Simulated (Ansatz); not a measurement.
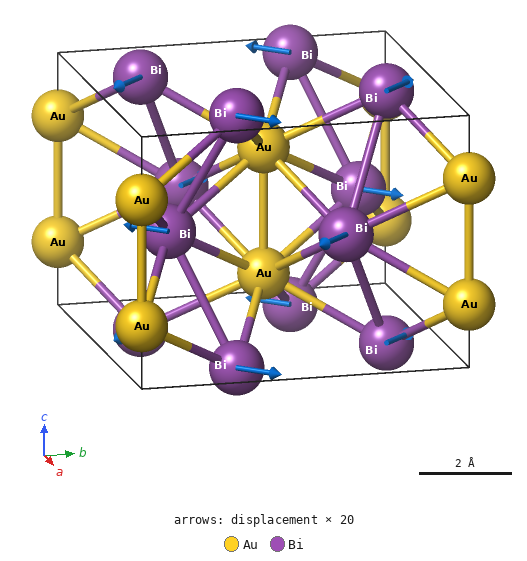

This is a relaxation of crystalline Bi2Au (a generated structure, set up in I4/mcm). The starting structure is drawn; blue arrows show the displacements (the part carried along by the change of the cell is left out), 20 times their true length.

A ball-and-stick model of the conventional cell (2 times the calculation's cell), seen slightly off an axis. Lengths and directions refer to the drawn axes.

The start is a swapped structure.

Method: DFT, PAW plane waves, r2SCAN in Ansatz. Set-up: plane-wave cutoff 500 eV; k-point mesh 7 × 7 × 7; occupations fermi dirac; smearing width 0.1 eV; no spin polarisation; cell and atoms relaxed; at most 60 steps.

### Which element moves most?

Bismuth: up to 0.057 Å, against 0.000 Å for gold.

### What did the optimiser do to the structure, and how much energy did it gain?

The largest moves relative to the cell, 0.057 Å, are those of Bi atoms. Au stays in place. The drawn cell changes as follows: a = b 7.370 → 7.503 Å (+1.8 %), c 5.691 → 5.675 Å (−0.3 %); the volume changes by +3.4 %. Near-neighbour distances that change, for instance: Bi–Bi 3.330 → 3.402 Å, Au–Bi 3.092 → 3.151 Å, Bi–Bi 3.481 → 3.430 Å, Au–Au 2.845 → 2.838 Å. The space group stays I4/mcm (No. 140). Over 4 accepted moves (5 points after the start) the energy falls by 13.3 meV per atom. The largest force component goes from 0.16 to 0.0013 eV/Å. The pressure goes from 3.30 to 0.01 GPa. At 1 point the geometry stayed and the basis and grid were re-selected for the new cell (energy shift of 0.2 meV per atom at most each time). The run took 2.5 min on 2 threads of Arm Neoverse V2, with other jobs on the host, peak memory 1 GiB.
